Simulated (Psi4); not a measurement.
## Geometry relaxation of SnH3O (part 1 of 2)

SnH3O, multiplicity 2, computed with TPSS/STO-3G, UKS, dispersion D3(BJ) (Psi4 1.11).

The geometry comes from this level: PBE0-D4/def2-TZVP (4 decimals).

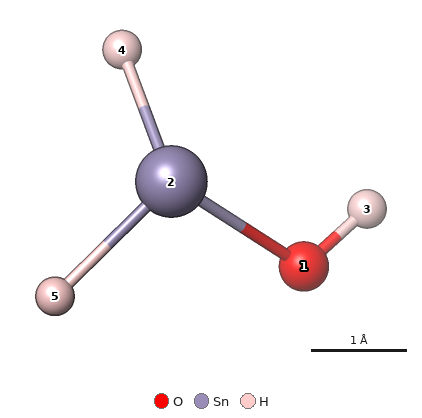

*The starting structure (ball-and-stick view, seen at a tilt; atoms are numbered from 1 in the order of the input). Sticks mark near contacts.*

## Summary

```json
{"quantity": "outcome", "value": "converged"}
{"quantity": "total energy", "value": "−6041.005904 hartree"}
{"quantity": "dispersion energy", "value": "−0.002962 hartree"}
{"quantity": "basis functions", "value": "35"}
{"quantity": "⟨S²⟩", "value": "0.751"}
{"quantity": "dipole moment", "value": "1.20 D"}
{"quantity": "hardware", "value": "1 thread of Intel Xeon (Sapphire Rapids), 16 GiB of memory available, shared host"}
{"quantity": "wall time", "value": "9.9 min"}
{"quantity": "peak memory", "value": "1.4 GiB"}
```

## Input file (h3osn_ase.py)
```python
import numpy as np
from ase.calculators.psi4 import Psi4
from ase.io import read
from ase.optimize import BFGSLineSearch

a = read('h3osn.sdf')
calc = Psi4(atoms=a, method='tpss-d3bj2b', basis='STO-3G', memory='1600MB', num_threads=1, charge=0, multiplicity=2, label='psi4-calc', reference='uks')
calc.psi4.set_options({'scf_type': 'pk'})
a.calc = calc

opt = BFGSLineSearch(a)
done = opt.run(fmax=0.01, steps=40)
print('converged:', done)
for s, p in zip(a.symbols, a.positions):
    print(f'{s:2s} {p[0]:12.6f} {p[1]:12.6f} {p[2]:12.6f}')
```

## File h3osn.sdf
```

     RDKit          3D

  5  4  0  0  0  0  0  0  0  0999 V2000
    0.7074   -0.7329    0.8619 O   0  0  0  0  0  0  0  0  0  0  0  0
    0.1045    0.3088   -0.7055 Sn  0  0  0  0  0  3  0  0  0  0  0  0
    0.3686   -1.6313    0.8732 H   0  0  0  0  0  0  0  0  0  0  0  0
   -1.6068    0.0613   -0.8459 H   0  0  0  0  0  0  0  0  0  0  0  0
    0.4763    1.9204   -0.2249 H   0  0  0  0  0  0  0  0  0  0  0  0
  2  1  1  0
  3  1  1  0
  4  2  1  0
  5  2  1  0
M  RAD  1   2   2
M  END
$$$$
```

Launched with:
```bash
python h3osn_ase.py
```

## Log
```
gradient() will perform analytic gradient computation.

   => Loading Basis Set <=

    Name: STO-3G
    Role: ORBITAL
    Keyword: BASIS

   => TPSS-D3(BJ): Empirical Dispersion <=

        s6 =       1.000000
        s8 =       1.943500
        a1 =       0.453500
        a2 =       4.475200

         ---------------------------------------------------------
                                   SCF
                              UKS Reference
                        1 Threads,   1525 MiB Core
         ---------------------------------------------------------

  ==> Geometry <==

    Molecular point group: c1
    Full point group: C1

    Geometry (in Angstrom), charge = 0, multiplicity = 2:

       Center              X                  Y                   Z               Mass
    ------------   -----------------  -----------------  -----------------  -----------------
         O            0.591666415186    -0.889799955410     1.399279459306    15.994914619570
         SN          -0.067438111004     0.121112444133    -0.197994986570   119.902201630000
         H            0.093371366217    -1.797033844836     1.313050548039     1.007825032230
         H           -1.676681678619    -0.137905835343    -0.251289348309     1.007825032230
         H            0.216331157313     1.647812081799     0.286368959202     1.007825032230

  Running in c1 symmetry.

  Rotational constants: A =      2.81705  B =      0.26812  C =      0.25589 [cm^-1]
  Rotational constants: A =  84452.91385  B =   8037.97314  C =   7671.25508 [MHz]
  Nuclear repulsion =  156.613882271952946

  Charge       = 0
  Multiplicity = 2
  Electrons    = 61
  Nalpha       = 31
  Nbeta        = 30

  ==> Algorithm <==

  SCF Algorithm Type is PK.
  DIIS enabled.
  MOM disabled.
  Fractional occupation disabled.
  Guess Type is SAD.
  Energy threshold   = 1.00e-08
  Density threshold  = 1.00e-08
  Integral threshold = 1.00e-12

  ==> Primary Basis <==

  Basis Set: STO-3G
    Blend: STO-3G
    Number of shells: 17
    Number of basis functions: 35
    Number of Cartesian functions: 37
    Spherical Harmonics?: true
    Max angular momentum: 2

  ==> DFT Potential <==

   => LibXC <=

    Version 7.1.2

   => Composite Functional: TPSS-D3BJ2B <=

    TPSS Meta-GGA XC Functional

    Deriv               =              1
    GGA                 =           TRUE
    Meta                =           TRUE

    Exchange Hybrid     =          FALSE
    MP2 Hybrid          =          FALSE

   => Exchange Functionals <=

    1.0000   XC_MGGA_X_TPSS

   => Correlation Functionals <=

    1.0000   XC_MGGA_C_TPSS

   => LibXC Density Thresholds  <==

    XC_MGGA_C_TPSS:  1.00E-15
    XC_MGGA_X_TPSS:  1.00E-15

   => Molecular Quadrature <=

    Radial Scheme          =       TREUTLER
    Pruning Scheme         =           NONE
    Nuclear Scheme         =       TREUTLER

    Blocking Scheme        =         OCTREE
    BS radius alpha        =              1
    Pruning alpha          =              1
    Radial Points          =             75
    Spherical Points       =            302
    Total Points           =         106804
    Total Blocks           =            855
    Max Points             =            256
    Max Functions          =             34
    Weights Tolerance      =       1.00E-15

  ==> Integral Setup <==

  Using in-core PK algorithm.
   Calculation information:
      Number of atoms:                   5
      Number of AO shells:              17
      Number of primitives:             51
      Number of atomic orbitals:        37
      Number of basis functions:        35

      Integral cutoff                 1.00e-12
      Number of threads:                 1

  Performing in-core PK
  Using 397530 doubles for integral storage.
  We computed 10878 shell quartets total.
  Whereas there are 11781 unique shell quartets.

  ==> DiskJK: Disk-Based J/K Matrices <==

    J tasked:                  Yes
    K tasked:                   No
    wK tasked:                  No
    Memory [MiB]:              970
    Schwarz Cutoff:          1E-12

  Cached 100.0% of DFT collocation blocks in 0.170 [GiB].

  Minimum eigenvalue in the overlap matrix is 2.9922495120E-01.
  Reciprocal condition number of the overlap matrix is 1.5648227622E-01.
    Using symmetric orthogonalization.

  ==> Pre-Iterations <==

  SCF Guess: Superposition of Atomic Densities via on-the-fly atomic UHF (no occupation information).

   -------------------------
    Irrep   Nso     Nmo
   -------------------------
     A         35      35
   -------------------------
    Total      35      35
   -------------------------

  ==> Iterations <==

                        Total Energy        Delta E     RMS |[F,P]|

   @UKS iter SAD: -6038.60057299536220   -6.03860e+03   0.00000e+00
   @UKS iter   1: -6040.63392044173452   -2.03335e+00   1.77138e-02 ADIIS/DIIS
   @UKS iter   2: -6039.86512450455211    7.68796e-01   2.00909e-02 ADIIS/DIIS
   @UKS iter   3: -6040.79369335971660   -9.28569e-01   1.30677e-02 ADIIS/DIIS
   @UKS iter   4: -6040.94307199792274   -1.49379e-01   6.67409e-03 ADIIS/DIIS
   @UKS iter   5: -6041.00061275391909   -5.75408e-02   2.12895e-03 ADIIS/DIIS
   @UKS iter   6: -6041.00493288315465   -4.32013e-03   9.02179e-04 ADIIS/DIIS
   @UKS iter   7: -6041.00581612664519   -8.83243e-04   2.72808e-04 ADIIS/DIIS
   @UKS iter   8: -6041.00590347711204   -8.73505e-05   1.86513e-05 DIIS
   @UKS iter   9: -6041.00590397655924   -4.99447e-07   8.94871e-06 DIIS
   @UKS iter  10: -6041.00590406405263   -8.74934e-08   1.33069e-06 DIIS
   @UKS iter  11: -6041.00590406699484   -2.94222e-09   2.90804e-07 DIIS
   @UKS iter  12: -6041.00590406715855   -1.63709e-10   8.10783e-08 DIIS
   @UKS iter  13: -6041.00590406716492   -6.36646e-12   8.70748e-09 DIIS
  Energy and wave function converged.

  ==> Post-Iterations <==

   Electrons on quadrature grid:
      Nalpha   =   31.0000039623 ; deviation = 3.962e-06
      Nbeta    =   30.0000028959 ; deviation = 2.896e-06
      Ntotal   =   61.0000068582 ; deviation = 6.858e-06

   @Spin Contamination Metric:   1.190942334E-03
   @S^2 Expected:                7.500000000E-01
   @S^2 Observed:                7.511909423E-01
   @S   Expected:                5.000000000E-01
   @S   Observed:                5.000000000E-01

    Orbital Energies [Eh]
    ---------------------

    Alpha Occupied:

       1A   -1017.641778     2A   -148.151169     3A   -140.896432
       4A   -140.896149     5A   -140.896116     6A    -27.123930
       7A    -24.477686     8A    -24.476291     9A    -24.475987
      10A    -18.609187    11A    -16.632994    12A    -16.632501
      13A    -16.631952    14A    -16.631606    15A    -16.631066
      16A     -3.867071    17A     -2.779104    18A     -2.775440
      19A     -2.774672    20A     -0.831192    21A     -0.445252
      22A     -0.438968    23A     -0.417038    24A     -0.413858
      25A     -0.411852    26A     -0.350687    27A     -0.292080
      28A     -0.211200    29A     -0.173071    30A     -0.133494
      31A     -0.058233

    Alpha Virtual:

      32A      0.154742    33A      0.290842    34A      0.294172
      35A      0.330510

    Beta Occupied:

       1A   -1017.641375     2A   -148.150922     3A   -140.896178
       4A   -140.895922     5A   -140.895691     6A    -27.123531
       7A    -24.477210     8A    -24.475787     9A    -24.475706
      10A    -18.605194    11A    -16.632554    12A    -16.631895
      13A    -16.631668    14A    -16.631267    15A    -16.630723
      16A     -3.865749    17A     -2.777847    18A     -2.774539
      19A     -2.772167    20A     -0.819003    21A     -0.443458
      22A     -0.436971    23A     -0.415073    24A     -0.412225
      25A     -0.410288    26A     -0.341511    27A     -0.283283
      28A     -0.201985    29A     -0.155460    30A     -0.106199

    Beta Virtual:

      31A     -0.003103    32A      0.172434    33A      0.304023
      34A      0.317192    35A      0.340881

    Final Occupation by Irrep:
              A
    DOCC [    30 ]
    SOCC [     1 ]
    NA   [    31 ]
    NB   [    30 ]

  @UKS Final Energy: -6041.00590406716492

   => Energetics <=

    Nuclear Repulsion Energy =            156.6138822719529458
    One-Electron Energy =               -8665.2381983722480072
    Two-Electron Energy =                2638.6995974906467382
    DFT Exchange-Correlation Energy =    -171.0782234792889653
    Empirical Dispersion Energy =          -0.0029619782283039
    VV10 Nonlocal Energy =                  0.0000000000000000
    Total Energy =                      -6041.0059040671649200

  UHF NO Occupations:
  HONO-2 :   29  A 1.9999459
  HONO-1 :   30  A 1.9994865
  HONO-0 :   31  A 1.0000000
  LUNO+0 :   32  A 0.0005135
  LUNO+1 :   33  A 0.0000541
  LUNO+2 :   34  A 0.0000213
  LUNO+3 :   35  A 0.0000067

Computation Completed

Properties will be evaluated at   0.000000,   0.000000,   0.000000 [a0]

Properties computed using the SCF density matrix

 Multipole Moments:

 ------------------------------------------------------------------------------------
     Multipole            Electronic (a.u.)      Nuclear  (a.u.)        Total (a.u.)
 ------------------------------------------------------------------------------------

 L = 1.  Multiply by 2.5417464519 to convert [e a0] to [Debye]
 Dipole X            :         -0.1744309           -0.0104944           -0.1849253
 Dipole Y            :          2.1856323           -2.5509508           -0.3653185
 Dipole Z            :         -5.2261506            4.9938214           -0.2323291
 Magnitude           :                                                    0.4707778

 ------------------------------------------------------------------------------------

	total time  =          8 seconds =       0.13 minutes

         ------------------------------------------------------------
                                   SCF GRAD
         ------------------------------------------------------------

  ==> Geometry <==

    Molecular point group: c1
    Full point group: C1

    Geometry (in Angstrom), charge = 0, multiplicity = 2:

       Center              X                  Y                   Z               Mass
    ------------   -----------------  -----------------  -----------------  -----------------
         O            0.591666415186    -0.889799955410     1.399279459306    15.994914619570
         SN          -0.067438111004     0.121112444133    -0.197994986570   119.902201630000
         H            0.093371366217    -1.797033844836     1.313050548039     1.007825032230
         H           -1.676681678619    -0.137905835343    -0.251289348309     1.007825032230
         H            0.216331157313     1.647812081799     0.286368959202     1.007825032230

  Nuclear repulsion =  156.613882271952946

  ==> Basis Set <==

  Basis Set: STO-3G
    Blend: STO-3G
    Number of shells: 17
    Number of basis functions: 35
    Number of Cartesian functions: 37
    Spherical Harmonics?: true
    Max angular momentum: 2

  ==> DirectJKGrad: Integral-Direct SCF Gradients <==

    Gradient:                    1
    J tasked:                  Yes
    K tasked:                   No
    wK tasked:                  No
    Integrals threads:           1
    Schwarz Cutoff:          1E-12

  ==> DFT Potential <==

   => LibXC <=

    Version 7.1.2

   => Composite Functional: TPSS-D3BJ2B <=

    TPSS Meta-GGA XC Functional

    Deriv               =              1
    GGA                 =           TRUE
    Meta                =           TRUE

    Exchange Hybrid     =          FALSE
    MP2 Hybrid          =          FALSE

   => Exchange Functionals <=

    1.0000   XC_MGGA_X_TPSS

   => Correlation Functionals <=

    1.0000   XC_MGGA_C_TPSS

   => LibXC Density Thresholds  <==

    XC_MGGA_C_TPSS:  1.00E-15
    XC_MGGA_X_TPSS:  1.00E-15

   => Molecular Quadrature <=

    Radial Scheme          =       TREUTLER
    Pruning Scheme         =           NONE
    Nuclear Scheme         =       TREUTLER

    Blocking Scheme        =         OCTREE
    BS radius alpha        =              1
    Pruning alpha          =              1
    Radial Points          =             75
    Spherical Points       =            302
    Total Points           =         106804
    Total Blocks           =            855
    Max Points             =            256
    Max Functions          =             34
    Weights Tolerance      =       1.00E-15

  -Total Gradient:
     Atom            X                  Y                   Z
    ------   -----------------  -----------------  -----------------
       1        0.000048165465    -0.000022579738    -0.000123935170
       2        0.000071620795    -0.000090477970    -0.000141664500
       3       -0.000062844003     0.000092506060     0.000058740415
       4        0.000058876530    -0.000131741894    -0.000110170742
       5        0.000131596482    -0.000077553256     0.000005059708

	total time  =          2 seconds =       0.03 minutes
```

## Trajectory as extended XYZ (Å, eV, eV/Å), 36 frames, from step=0 to step=35
```
5
Properties=species:S:1:pos:R:3:forces:R:3 step=0 energy=-164383.79383
O     0.7074   -0.7329    0.8619    1.7788   4.2480   0.3419
Sn    0.1045    0.3088   -0.7055   -0.8737   0.3902   0.0913
H     0.3686   -1.6313    0.8732   -1.7488  -3.7198  -0.4471
H    -1.6068    0.0613   -0.8459    1.2484   0.3186   0.2114
H     0.4763    1.9204   -0.2249   -0.4080  -1.2345  -0.1935
5
Properties=species:S:1:pos:R:3:forces:R:3 step=1 energy=-164382.89889
O     0.8085   -0.5832    0.8717   -1.5389  -6.1193   1.2401
Sn    0.0907    0.2914   -0.7065   -0.4241   0.7904  -1.2227
H     0.3169   -1.8267    0.8489    2.0313   5.5171  -0.0403
H    -1.5287    0.0408   -0.8417    0.2274   0.1330   0.1668
H     0.4827    1.8326   -0.2383   -0.3044  -0.3073  -0.1324
5
Properties=species:S:1:pos:R:3:forces:R:3 step=2 energy=-164383.98971
O     0.7332   -0.6948    0.8644    0.0879  -0.8327   0.7192
Sn    0.1010    0.3044   -0.7058   -0.8010   0.5696  -0.3334
H     0.3554   -1.6811    0.8670    0.0866   1.0093  -0.4040
H    -1.5869    0.0561   -0.8448    1.0112   0.2795   0.2004
H     0.4779    1.8980   -0.2283   -0.3874  -1.0207  -0.1772
5
Properties=species:S:1:pos:R:3:forces:R:3 step=3 energy=-164383.85630
O     0.8451   -0.7491    0.9548   -0.7756   0.3283  -1.3321
Sn    0.0838    0.3134   -0.7179    2.4363  -1.6374   1.1515
H     0.4057   -1.7029    0.8389    0.1087   0.5652  -0.0754
H    -1.3981    0.0368   -0.8051   -1.8938  -0.2688   0.0044
H     0.5074    1.7304   -0.2309    0.0944   1.0246   0.2797
5
Properties=species:S:1:pos:R:3:forces:R:3 step=4 energy=-164384.09142
O     0.7781   -0.7166    0.9006   -0.2197  -0.2240  -0.1632
Sn    0.0941    0.3080   -0.7106    0.3607  -0.3564   0.3742
H     0.3756   -1.6898    0.8557    0.0464   0.7475  -0.2908
H    -1.5112    0.0483   -0.8289    0.0624   0.1308   0.1311
H     0.4898    1.8308   -0.2293   -0.2552  -0.2964  -0.0372
5
Properties=species:S:1:pos:R:3:forces:R:3 step=5 energy=-164384.11311
O     0.7603   -0.6783    0.8645    0.1897  -0.3483   0.5675
Sn    0.0970    0.3023   -0.7048    0.0304  -0.1311  -0.7791
H     0.3450   -1.6253    0.7869   -0.0408   0.0671  -0.0400
H    -1.4974    0.0888   -0.8414   -0.2346  -0.0377   0.0892
H     0.4390    1.7977   -0.2672    0.0413   0.4744   0.1754
5
Properties=species:S:1:pos:R:3:forces:R:3 step=6 energy=-164384.12439
O     0.7671   -0.6929    0.8783    0.0215  -0.2827   0.2593
Sn    0.0959    0.3044   -0.7070    0.1632  -0.2221  -0.3098
H     0.3567   -1.6500    0.8132   -0.0065   0.3315  -0.1373
H    -1.5026    0.0733   -0.8367   -0.1178   0.0265   0.1060
H     0.4584    1.8103   -0.2528   -0.0718   0.1629   0.0939
```
